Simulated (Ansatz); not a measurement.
## SiC: response to strain

Base system: SiC (space group P6_3mc, No. 186; a = 3.0778 Å, c = 10.0773 Å).

Strains are applied to the cell and any free atomic positions relax.

Level of theory: r2SCAN (Ansatz, a first-principles code), spin-orbit coupling left out, earlier PAW set.

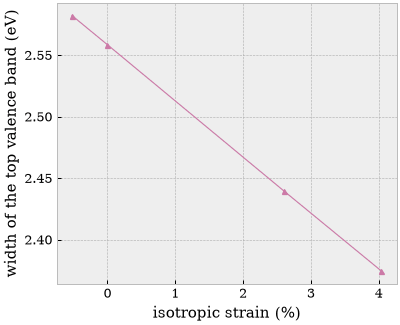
*Width of the top valence band against isotropic strain*

```csv
isotropic strain (%),width of the top valence band
-0.52,2.58 eV
2.61,2.44 eV
4.04,2.37 eV
```

The levels and masses belong to the bands next to the band gap. Stability against distortions was not tested.
